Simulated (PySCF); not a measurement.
**Geometry relaxation, with input and output: CHFNSi (part 2 of 2)**

Continued. System: CHFNSi, multiplicity 2, SMILES N#C[SiH]F. Method: B3LYP/STO-3G, UKS (PySCF 2.14.0). The geometry comes from this level: PBE0-D4/def2-TZVP.

Geometry of the input (Å):
```
N  1.3474  -1.1640  1.3913
C  0.7138  -0.5900  0.6162
Si -0.1461  0.2976  -0.7435
F  -1.5903  -0.3471  -0.9177
H  -0.2749  1.7300  -0.3876
```

Output, continued:
```
--------------- UKS_Scanner gradients ---------------
         x                y                z
0 N    -0.0000040048    -0.0000238693     0.0000548136
1 C     0.0000225636     0.0000083491    -0.0000534800
2 Si    -0.0000919352    -0.0000180457    -0.0000116044
3 F     0.0000819918     0.0000250293    -0.0000380418
4 H     0.0000063182     0.0000184402     0.0000037082
----------------------------------------------
cycle 10: E = -476.730188186  dE = -3.16812e-08  norm(grad) = 0.00015853
Step    9 : Displace = 7.850e-05/1.283e-04 (rms/max) Trust = 7.993e-05 (-) Grad = 6.922e-05/1.069e-04 (rms/max) E (change) = -476.7301881855 (-3.168e-08) Quality = 0.664
Hessian Eigenvalues: 9.37038e-03 4.92232e-02 4.99997e-02 ... 3.04617e-01 3.81833e-01 1.25794e+00

Geometry optimization cycle 11
Cartesian coordinates (Angstrom)
 Atom        New coordinates             dX        dY        dZ
   N   1.345614  -1.160450   1.431244    0.000036 -0.000003 -0.000081
   C   0.728431  -0.571121   0.589236   -0.000091  0.000028  0.000082
  Si  -0.123878   0.306926  -0.798074    0.000083  0.000003  0.000011
   F  -1.632565  -0.345764  -0.896029   -0.000006 -0.000000 -0.000032
   H  -0.282965   1.689542  -0.345665    0.000007 -0.000011 -0.000055
converged SCF energy = -476.730188210655  <S^2> = 0.75245708  2S+1 = 2.0024556
--------------- UKS_Scanner gradients ---------------
         x                y                z
0 N    -0.0000398355     0.0000147832    -0.0000067871
1 C     0.0000444868    -0.0000238315     0.0000010911
2 Si    -0.0000251417     0.0000082951    -0.0000034345
3 F     0.0000314349     0.0000038808    -0.0000367830
4 H     0.0000040167     0.0000067778     0.0000013179
----------------------------------------------
cycle 11: E = -476.730188211  dE = -2.51165e-08  norm(grad) = 8.67894e-05
Step   10 : Displace = 8.085e-05/1.293e-04 (rms/max) Trust = 7.993e-05 (=) Grad = 3.424e-05/5.303e-05 (rms/max) E (change) = -476.7301882107 (-2.512e-08) Quality = 0.725
Hessian Eigenvalues: 2.80227e-02 4.88945e-02 5.00000e-02 ... 3.09526e-01 3.86412e-01 1.35687e+00

Geometry optimization cycle 12
Cartesian coordinates (Angstrom)
 Atom        New coordinates             dX        dY        dZ
   N   1.345697  -1.160469   1.431203    0.000083 -0.000018 -0.000040
   C   0.728353  -0.571108   0.589319   -0.000078  0.000013  0.000083
  Si  -0.123857   0.306914  -0.798047    0.000022 -0.000012  0.000027
   F  -1.632568  -0.345745  -0.896060   -0.000003  0.000019 -0.000031
   H  -0.282973   1.689550  -0.345733   -0.000008  0.000008 -0.000068
converged SCF energy = -476.730188223264  <S^2> = 0.75245793  2S+1 = 2.0024564
--------------- UKS_Scanner gradients ---------------
         x                y                z
0 N    -0.0000221561     0.0000015385     0.0000076567
1 C     0.0000205918    -0.0000092806    -0.0000146505
2 Si    -0.0000087169     0.0000131097    -0.0000014713
3 F     0.0000230595     0.0000008578    -0.0000356271
4 H     0.0000022318     0.0000036942    -0.0000004654
----------------------------------------------
cycle 12: E = -476.730188223  dE = -1.26097e-08  norm(grad) = 5.78558e-05
Step   11 : Displace = 7.566e-05/1.170e-04 (rms/max) Trust = 7.993e-05 (=) Grad = 1.757e-05/2.728e-05 (rms/max) E (change) = -476.7301882233 (-1.261e-08) Quality = 1.046
Hessian Eigenvalues: 4.23866e-02 4.68922e-02 4.99999e-02 ... 3.15162e-01 3.83322e-01 1.34645e+00

Geometry optimization cycle 13
Cartesian coordinates (Angstrom)
 Atom        New coordinates             dX        dY        dZ
   N   1.345824  -1.160486   1.431141    0.000127 -0.000017 -0.000062
   C   0.728250  -0.571076   0.589455   -0.000103  0.000031  0.000135
  Si  -0.123844   0.306883  -0.797998    0.000013 -0.000031  0.000049
   F  -1.632581  -0.345739  -0.896086   -0.000013  0.000006 -0.000026
   H  -0.282980   1.689571  -0.345865   -0.000008  0.000020 -0.000131
converged SCF energy = -476.730188235568  <S^2> = 0.75245904  2S+1 = 2.0024575
--------------- UKS_Scanner gradients ---------------
         x                y                z
0 N    -0.0000150401    -0.0000008424     0.0000034762
1 C     0.0000056376    -0.0000047860    -0.0000128670
2 Si     0.0000084649     0.0000167494     0.0000030779
3 F     0.0000152450    -0.0000025249    -0.0000349482
4 H     0.0000007688     0.0000013433    -0.0000032463
----------------------------------------------
cycle 13: E = -476.730188236  dE = -1.23038e-08  norm(grad) = 4.78958e-05
Step   12 : Displace = 1.147e-04/1.742e-04 (rms/max) Trust = 1.130e-04 (+) Grad = 8.075e-06/1.327e-05 (rms/max) E (change) = -476.7301882356 (-1.230e-08) Quality = 1.143
Hessian Eigenvalues: 3.73706e-02 4.69506e-02 4.99999e-02 ... 3.18234e-01 3.86597e-01 1.34607e+00

Geometry optimization cycle 14
Cartesian coordinates (Angstrom)
 Atom        New coordinates             dX        dY        dZ
   N   1.345991  -1.160452   1.431095    0.000167  0.000034 -0.000046
   C   0.728155  -0.571017   0.589612   -0.000095  0.000060  0.000158
  Si  -0.123851   0.306807  -0.797975   -0.000007 -0.000076  0.000023
   F  -1.632619  -0.345746  -0.896094   -0.000038 -0.000006 -0.000008
   H  -0.282968   1.689584  -0.346096    0.000013  0.000013 -0.000231
converged SCF energy = -476.730188242992  <S^2> = 0.75246044  2S+1 = 2.0024589
--------------- UKS_Scanner gradients ---------------
         x                y                z
0 N    -0.0000048797    -0.0000069064     0.0000029890
1 C    -0.0000074581     0.0000011020    -0.0000077714
2 Si     0.0000151520     0.0000148103    -0.0000006506
3 F     0.0000126776    -0.0000031735    -0.0000354057
4 H    -0.0000003815     0.0000041131    -0.0000036496
----------------------------------------------
cycle 14: E = -476.730188243  dE = -7.42421e-09  norm(grad) = 4.5845e-05
Step   13 : Displace = 1.288e-04/1.937e-04 (rms/max) Trust = 1.599e-04 (+) Grad = 5.971e-06/6.815e-06 (rms/max) E (change) = -476.7301882430 (-7.424e-09) Quality = 1.537
Hessian Eigenvalues: 2.13427e-02 4.85424e-02 4.99999e-02 ... 3.18284e-01 3.87106e-01 1.35383e+00

Geometry optimization cycle 15
Cartesian coordinates (Angstrom)
 Atom        New coordinates             dX        dY        dZ
   N   1.346042  -1.160387   1.431098    0.000051  0.000065  0.000003
   C   0.728151  -0.570954   0.589655   -0.000004  0.000063  0.000043
  Si  -0.123868   0.306749  -0.797989   -0.000017 -0.000057 -0.000014
   F  -1.632651  -0.345800  -0.896010   -0.000032 -0.000055  0.000084
   H  -0.282964   1.689577  -0.346292    0.000003 -0.000006 -0.000195
converged SCF energy = -476.730188242767  <S^2> = 0.75246077  2S+1 = 2.0024593
--------------- UKS_Scanner gradients ---------------
         x                y                z
0 N    -0.0000049830    -0.0000071134    -0.0000000565
1 C    -0.0000086452     0.0000014863    -0.0000047089
2 Si     0.0000202145     0.0000193459     0.0000015735
3 F     0.0000087840    -0.0000053023    -0.0000355992
4 H    -0.0000003407     0.0000014964    -0.0000057733
----------------------------------------------
cycle 15: E = -476.730188243  dE = 2.25555e-10  norm(grad) = 4.8664e-05
```

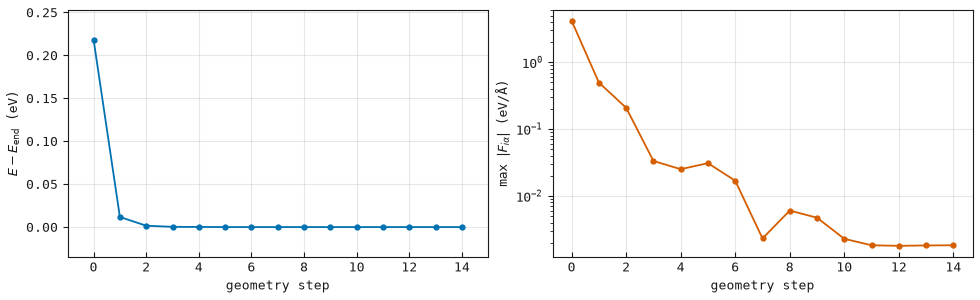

**Figure 1.** Progress of the relaxation, step by step (steps are counted from 0).

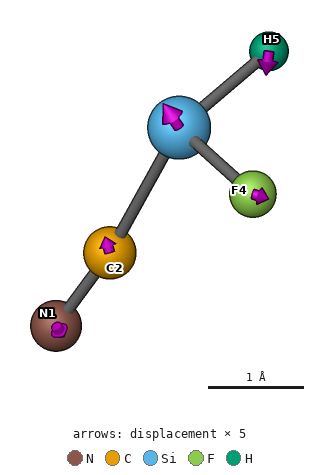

**Figure 2.** The starting structure with the displacements as pink arrows, magnified 5 times (ball-and-stick view, seen at a tilt). The two geometries are laid on each other by the best rigid fit. After 14 geometry steps the energy has fallen by 0.218 eV. The largest force component goes from 4.2 to 0.0018 eV/Å. The atom that moves furthest after the best rigid fit is Si3 (0.067 Å). By element the largest moves are Si 0.067 Å, H 0.054 Å, N 0.040 Å, F 0.038 Å, C 0.037 Å. Distances before and after: Si3–F4 1.591 → 1.647 Å, N1–C2 1.154 → 1.199 Å, Si3–H5 1.482 → 1.463 Å, C2–Si3 1.837 → 1.850 Å. Among the angles that change: C2–Si3–H5 109.3° → 105.5°, F4–Si3–H5 109.8° → 107.1°. (Atoms are counted from 1 in the order of the input.)

```
Step   14 : Displace = 3.973e-05/4.989e-05 (rms/max) Trust = 2.261e-04 (+) Grad = 7.933e-06/1.289e-05 (rms/max) E (change) = -476.7301882428 (+2.256e-10) Quality = -0.164
Hessian Eigenvalues: 2.13427e-02 4.85424e-02 4.99999e-02 ... 3.18284e-01 3.87106e-01 1.35383e+00
Converged! =D

converged: True
N           1.34604189       -1.16038658        1.43109754
C           0.72815111       -0.57095400        0.58965547
Si         -0.12386806        0.30674940       -0.79798935
F          -1.63265096       -0.34580046       -0.89601038
H          -0.28296438        1.68957748       -0.34629157

WARN: HOMO -0.161441916033373 >= LUMO -0.161441916033375

converged SCF energy = -476.730188242994  <S^2> = 0.75246099  2S+1 = 2.0024595
E = -476.7301882430 Eh
```

Trajectory as extended XYZ (Å, eV, eV/Å), 15 frames, from step=0 to step=14:
```
5
Properties=species:S:1:pos:R:3:forces:R:3 step=0 energy=-12972.27082
N     1.3474   -1.1640    1.3913    3.3958  -3.1106   4.1785
C     0.7138   -0.5900    0.6162   -3.3787   3.1396  -3.9012
Si   -0.1461    0.2976   -0.7435    1.9929   1.2320  -0.3304
F    -1.5903   -0.3471   -0.9177   -1.9611  -0.7689  -0.0768
H    -0.2749    1.7300   -0.3876   -0.0500  -0.4922   0.1281
5
Properties=species:S:1:pos:R:3:forces:R:3 step=1 energy=-12972.47752
N     1.3484   -1.1503    1.4268   -0.2637   0.2211  -0.2650
C     0.7133   -0.5658    0.5894    0.3939  -0.3522   0.2891
Si   -0.1134    0.2993   -0.8165    0.3241   0.1698   0.1344
F    -1.6202   -0.3210   -0.9052   -0.4972  -0.2761  -0.1088
H    -0.2795    1.6642   -0.3376    0.0424   0.2371  -0.0474
5
Properties=species:S:1:pos:R:3:forces:R:3 step=2 energy=-12972.48768
N     1.3577   -1.1647    1.4289   -0.1853   0.1531  -0.2085
C     0.7209   -0.5745    0.5981    0.1428  -0.1096   0.1641
Si   -0.1245    0.3074   -0.7942    0.1323   0.0388   0.0061
F    -1.6307   -0.3399   -0.9182   -0.0731  -0.0163   0.0280
H    -0.2753    1.6977   -0.3556   -0.0184  -0.0668   0.0113
5
Properties=species:S:1:pos:R:3:forces:R:3 step=3 energy=-12972.48901
N     1.3514   -1.1609    1.4277   -0.0283   0.0094  -0.0016
C     0.7214   -0.5724    0.5943    0.0334  -0.0080  -0.0088
Si   -0.1199    0.3067   -0.7990    0.0191   0.0159   0.0069
F    -1.6296   -0.3391   -0.9122   -0.0235  -0.0110   0.0052
H    -0.2767    1.6912   -0.3509   -0.0021  -0.0069  -0.0001
5
Properties=species:S:1:pos:R:3:forces:R:3 step=4 energy=-12972.48915
N     1.3488   -1.1606    1.4283   -0.0037  -0.0100   0.0226
C     0.7230   -0.5720    0.5923    0.0142   0.0074  -0.0252
Si   -0.1194    0.3071   -0.7998   -0.0151   0.0001   0.0017
F    -1.6297   -0.3404   -0.9090    0.0028  -0.0008   0.0024
H    -0.2779    1.6904   -0.3497    0.0005   0.0027   0.0003
5
Properties=species:S:1:pos:R:3:forces:R:3 step=5 energy=-12972.48925
N     1.3455   -1.1605    1.4297    0.0072  -0.0131   0.0209
C     0.7259   -0.5716    0.5894    0.0024   0.0100  -0.0178
Si   -0.1201    0.3077   -0.8004   -0.0310  -0.0087  -0.0012
F    -1.6301   -0.3427   -0.9040    0.0184   0.0066   0.0004
H    -0.2798    1.6901   -0.3481    0.0020   0.0045  -0.0002
5
Properties=species:S:1:pos:R:3:forces:R:3 step=6 energy=-12972.48928
N     1.3443   -1.1606    1.4307    0.0047  -0.0058   0.0071
C     0.7276   -0.5713    0.5883   -0.0006   0.0050  -0.0046
Si   -0.1214    0.3077   -0.8001   -0.0169  -0.0073  -0.0012
F    -1.6307   -0.3442   -0.9006    0.0109   0.0047   0.0007
H    -0.2811    1.6900   -0.3471    0.0010   0.0028   0.0001
5
Properties=species:S:1:pos:R:3:forces:R:3 step=7 energy=-12972.48929
N     1.3446   -1.1606    1.4311    0.0013  -0.0005  -0.0010
C     0.7283   -0.5712    0.5884   -0.0008   0.0010   0.0019
Si   -0.1226    0.3074   -0.7993   -0.0023  -0.0018   0.0001
F    -1.6315   -0.3450   -0.8985    0.0009   0.0008   0.0015
H    -0.2819    1.6899   -0.3464    0.0001  -0.0001  -0.0002
5
Properties=species:S:1:pos:R:3:forces:R:3 step=8 energy=-12972.48928
N     1.3454   -1.1605    1.4314   -0.0005   0.0020  -0.0043
C     0.7286   -0.5712    0.5890   -0.0009  -0.0010   0.0042
Si   -0.1239    0.3070   -0.7982    0.0061   0.0012   0.0006
F    -1.6324   -0.3457   -0.8962   -0.0051  -0.0016   0.0020
H    -0.2829    1.6896   -0.3457   -0.0004  -0.0012  -0.0002
5
Properties=species:S:1:pos:R:3:forces:R:3 step=9 energy=-12972.48929
N     1.3456   -1.1604    1.4313    0.0002   0.0012  -0.0028
C     0.7285   -0.5711    0.5892   -0.0012  -0.0004   0.0027
Si   -0.1240    0.3069   -0.7981    0.0047   0.0009   0.0006
F    -1.6326   -0.3458   -0.8960   -0.0042  -0.0013   0.0020
H    -0.2830    1.6896   -0.3456   -0.0003  -0.0009  -0.0002
5
Properties=species:S:1:pos:R:3:forces:R:3 step=10 energy=-12972.48929
N     1.3456   -1.1604    1.4312    0.0020  -0.0008   0.0003
C     0.7284   -0.5711    0.5892   -0.0023   0.0012  -0.0001
Si   -0.1239    0.3069   -0.7981    0.0013  -0.0004   0.0002
F    -1.6326   -0.3458   -0.8960   -0.0016  -0.0002   0.0019
H    -0.2830    1.6895   -0.3457   -0.0002  -0.0003  -0.0001
5
Properties=species:S:1:pos:R:3:forces:R:3 step=11 energy=-12972.48929
N     1.3457   -1.1605    1.4312    0.0011  -0.0001  -0.0004
C     0.7284   -0.5711    0.5893   -0.0011   0.0005   0.0008
Si   -0.1239    0.3069   -0.7980    0.0004  -0.0007   0.0001
F    -1.6326   -0.3457   -0.8961   -0.0012   0.0000   0.0018
H    -0.2830    1.6896   -0.3457   -0.0001  -0.0002   0.0000
5
Properties=species:S:1:pos:R:3:forces:R:3 step=12 energy=-12972.48929
N     1.3458   -1.1605    1.4311    0.0008   0.0000  -0.0002
C     0.7282   -0.5711    0.5895   -0.0003   0.0002   0.0007
Si   -0.1238    0.3069   -0.7980   -0.0004  -0.0009  -0.0002
F    -1.6326   -0.3457   -0.8961   -0.0008   0.0001   0.0018
H    -0.2830    1.6896   -0.3459    0.0000  -0.0001   0.0002
5
Properties=species:S:1:pos:R:3:forces:R:3 step=13 energy=-12972.48929
N     1.3460   -1.1605    1.4311    0.0003   0.0004  -0.0002
C     0.7282   -0.5710    0.5896    0.0004  -0.0001   0.0004
Si   -0.1239    0.3068   -0.7980   -0.0008  -0.0008   0.0000
F    -1.6326   -0.3457   -0.8961   -0.0007   0.0002   0.0018
H    -0.2830    1.6896   -0.3461    0.0000  -0.0002   0.0002
5
Properties=species:S:1:pos:R:3:forces:R:3 step=14 energy=-12972.48929
N     1.3460   -1.1604    1.4311    0.0003   0.0004   0.0000
C     0.7282   -0.5710    0.5897    0.0004  -0.0001   0.0002
Si   -0.1239    0.3067   -0.7980   -0.0010  -0.0010  -0.0001
F    -1.6327   -0.3458   -0.8960   -0.0005   0.0003   0.0018
H    -0.2830    1.6896   -0.3463    0.0000  -0.0001   0.0003
```

Summary:

- outcome: converged
- total energy: −476.730188 hartree
- basis functions: 25
- ⟨S²⟩: 0.752
- dipole moment: 3.37 D
- wall time: 68 s
- peak memory: 0.35 GiB
